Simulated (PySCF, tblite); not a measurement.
# CH2F radical: geometry, infrared bands and EPR parameters

Wanted: the infrared bands and EPR parameters of CH2F radical (`[CH2]F`), by calculation.

Programs: tblite 0.8.0 and PySCF 2.14.0, with density-fitted response routines of our own. Each step states its level of theory. These are calculated values for one molecule in the gas phase, unless marked as measured. Atoms count from 0, in the outputs and in this text.

## (1) Starting geometry

4 atoms, charge 0, multiplicity 2; geometry from: force field or distance geometry start.

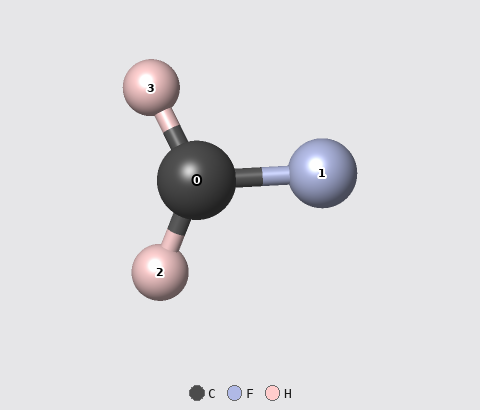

The starting geometry (carbon dark grey, fluorine light blue, hydrogen pink), atoms numbered; sticks join atoms by distance.

## (2) Optimising the geometry with GFN2-xTB

Job settings and geometry (Å):

```
{"job": {"kind": "relax", "xc": "GFN2-xTB", "basis": "xTB"}, "charge": 0, "multiplicity": 2}
C     -0.110800     0.000100     0.126300
F      1.210400    -0.035400    -0.029800
H     -0.571400    -0.955800    -0.058900
H     -0.517900     0.995700    -0.060400
```

Started as:

```
> OMP_NUM_THREADS=1 python probes_run.py task.json out
```

The driver reads the jobs from task.json and runs them one after another.

The log of the run:

```text
step      E/eV     max force
  0    -212.03152    0.662
  1    -212.03940    0.329
  2    -212.04503    0.336
  3    -212.04966    0.217
  4    -212.05137    0.123
  5    -212.05189    0.054
  6    -212.05202    0.058
  7    -212.05218    0.057
  8    -212.05241    0.060
  9    -212.05268    0.061
 10    -212.05285    0.032
 11    -212.05289    0.005
```

Run time: 0.03 s. Hardware: 1 thread of Arm Neoverse V1, shared host.

Along the way:

| step | energy from step 0 (eV) | largest force (eV/Å) |
| --- | --- | --- |
| 0 | 0.0000 | 0.6622 |
| 1 | -0.0079 | 0.3289 |
| 2 | -0.0135 | 0.3363 |
| 3 | -0.0181 | 0.2173 |
| 4 | -0.0198 | 0.1233 |
| 5 | -0.0204 | 0.0540 |
| 6 | -0.0205 | 0.0581 |
| 7 | -0.0207 | 0.0573 |
| 8 | -0.0209 | 0.0597 |
| 9 | -0.0212 | 0.0611 |
| 10 | -0.0213 | 0.0318 |
| 11 | -0.0214 | 0.0055 |

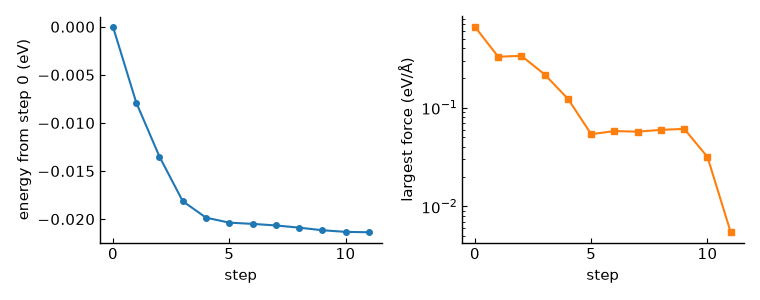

Energy and force, step by step.

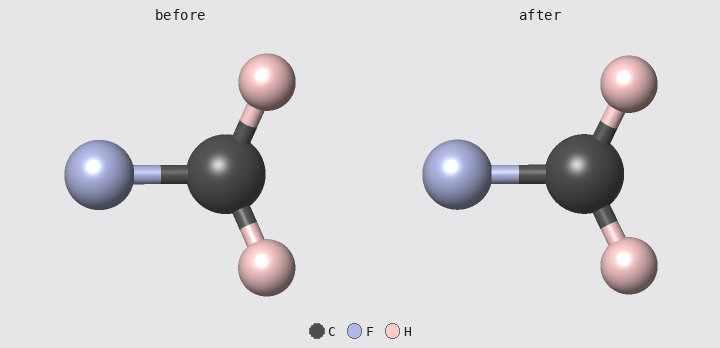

The geometry before (left) and after (right).

Distances of close pairs at the start and the end, largest changes first:

```
 bond  before (Å)  after (Å)  change (Å)
C0–H3       1.092      1.071      -0.021
C0–H2       1.077      1.071      -0.006
C0–F1       1.331      1.332      +0.001
```

The next job starts from the end point, and lists it.

## (3) Harmonic vibrations with GFN2-xTB

Job settings and geometry (Å):

```
{"job": {"kind": "ir", "xc": "GFN2-xTB", "basis": "xTB"}, "charge": 0, "multiplicity": 2}
C     -0.094589     0.004093     0.078258
F      1.233681    -0.034974    -0.015564
H     -0.592450    -0.936569    -0.042569
H     -0.536408     0.972223    -0.042980
```

The log of the run:

```text
mode    cm-1     km/mol
  1     333.4     58.61
  2    1051.8     11.63
  3    1193.2     78.10
  4    1322.2     10.39
  5    3130.5     10.52
  6    3201.3     13.05
```

It took 0.03 s on 1 thread of Arm Neoverse V1, shared host.

The strongest bands and the atoms that carry them (share of the mass-weighted mode):

```csv
cm⁻¹,km/mol,atoms
333,58.6,"H3 38 %, H2 38 %, C0 23 %"
1052,11.6,"H3 40 %, H2 40 %, C0 16 %"
1193,78.1,"F1 40 %, C0 38 %, H2 11 %, H3 11 %"
1322,10.4,"H2 37 %, H3 37 %, C0 23 %"
3130,10.5,"H2 49 %, H3 48 %"
3201,13.1,"H3 45 %, H2 44 %, C0 11 %"
```

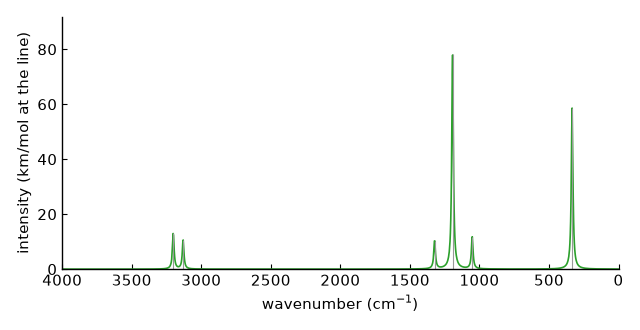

The infrared spectrum from these modes, unscaled. Lines are broadened to a width of 14 cm⁻¹ (Lorentzian).

## (4) EPR parameters: B3LYP/pcH-1

Job settings and geometry (Å):

```
{"job": {"kind": "epr", "basis": "pcH-1"}, "charge": 0, "multiplicity": 2}
C     -0.094589     0.004093     0.078258
F      1.233681    -0.034974    -0.015564
H     -0.592450    -0.936569    -0.042569
H     -0.536408     0.972223    -0.042980
```

Method: UKS B3LYP, pcH-1 on C F H, non-relativistic, mean-field spin-orbit, GIAO.

The log of the run:

```text
UKS, coarse grid
  cycle   1  E = -139.05762057  |g| = 2.77e-01
  cycle   2  E = -139.02668927  |g| = 4.37e-01
  cycle   3  E = -139.08047426  |g| = 2.96e-02
  cycle   4  E = -139.08080033  |g| = 7.32e-03
  cycle   5  E = -139.08082920  |g| = 3.27e-03
  cycle   6  E = -139.08083505  |g| = 7.27e-04
UKS, final grid
  cycle   1  E = -139.08084117  |g| = 5.24e-04
  cycle   2  E = -139.08084122  |g| = 5.42e-04
  cycle   3  E = -139.08084131  |g| = 9.84e-05
  cycle   4  E = -139.08084131  |g| = 7.25e-05
  cycle   5  E = -139.08084132  |g| = 4.06e-06
internal stability: stable
E = -139.08084132 Eh   <S^2> = 0.7533 (exact 0.7500)
g shifts (ppm)      1          2          3
  rmc          -198       -198       -198
  gc              2         49         38
  oz_so         -38       2401       3162
  total        -235       2252       3002
hyperfine (MHz)  atom isotope    a_iso     a_fc   dipolar eigenvalues
    0   13C     134.18     134.18    -86.32    -83.53    169.85
    1   19F     167.80     167.80   -311.67   -271.03    582.70
    2    1H     -59.44     -59.44    -39.55     -1.61     41.16
    3    1H     -59.44     -59.44    -39.55     -1.61     41.16
```

It took 4.5 s on 1 thread of Arm Neoverse V1, shared host; peak memory 0.25 GiB.

Principal g values 2.00208, 2.00457, 2.00532; g(iso) = 2.00399, against 2.00232 for a free electron.

Mean a(iso) over the nuclei that a row names, and the largest dipolar term of the row (other rows stand at the frozen geometry):

```
nuclei  isotope  a(iso) (MHz)  a(iso) (G, at g = 2.0023)  largest dipolar term (MHz)
    F1      19F         167.8                       59.9                       582.7
    C0      13C         134.2                       47.9                       169.9
H2, H3       1H         -59.4                      -21.2                        41.2
```

Mulliken spin populations:

```
atom  value (e)
  C0       1.00
  F1       0.08
  H2      -0.04
  H3      -0.04
```

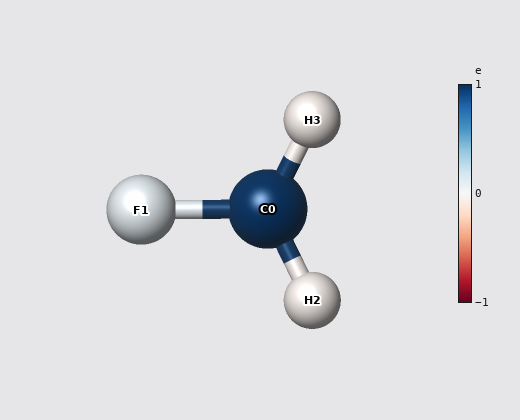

Mulliken spin populations, as colours on the atoms.

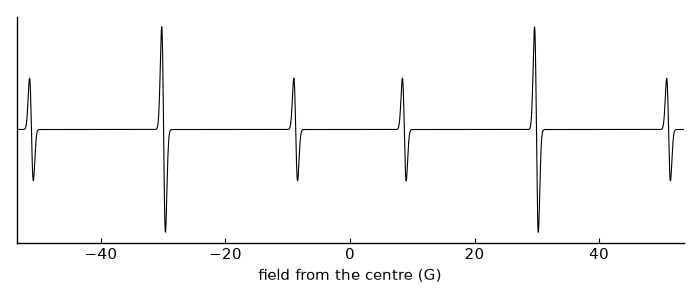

First-order isotropic spectrum (first derivative, main isotopes with spin only, couplings over 0.8 MHz, Gaussian width 0.3 G; couplings of the frozen geometry, rotation of groups not averaged beyond the rows shown).

Orbitals, density, ELF and potential are computed afterwards from the orbital file.

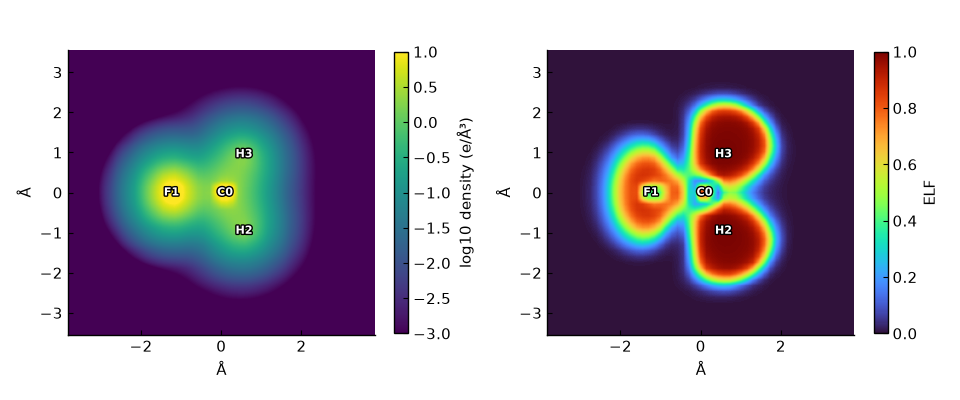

Density (left) and ELF (right) in a plane through or near 4 of the atoms.

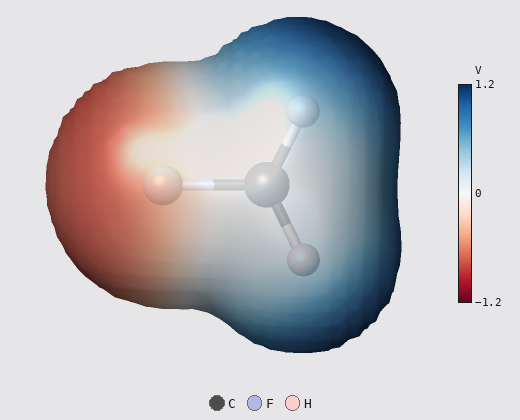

Electrostatic potential on the surface of density 0.002 e/bohr³; red is low, blue high. It runs, from the 1st to the 99th percentile, from -0.79 V near F1 to 1.20 V near H3.

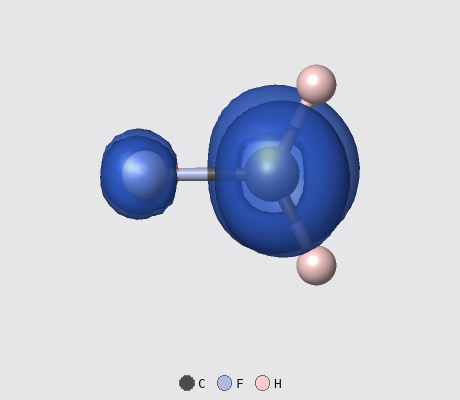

Spin density at ±0.05 e/Å³ (alpha excess blue, beta excess red).

## (5) What came out

| quantity | value |
| --- | --- |
| strongest single infrared mode (GFN2-xTB) | 1193 cm⁻¹, 78 km/mol |
| zero-point energy (GFN2-xTB) | 14.6 kcal/mol |
| g(iso) (B3LYP) | 2.00399 |
| ⟨S²⟩ | 0.753 (exact 0.75) |
| largest a(iso) (averaged by class) | 19F on F1, 167.8 MHz |
| surface potential, 1st and 99th percentile | -0.79 V and 1.20 V |

What this shows: Over 11 steps the energy fell by 0.021 eV; of the close pairs, C0–H3 changed most, 1.092 to 1.071 Å. All 6 modes are real, so the xTB geometry is a minimum. The strongest single mode, at 1193 cm⁻¹, moves mainly F1 and C0. GFN2-xTB is a fitted tight-binding method: band positions and strengths are rough. Its intensities can rank the bands wrongly. C0 carries the largest spin population, 1.00 e. The isotropic g lies 1.7 ppt above the free-electron value.
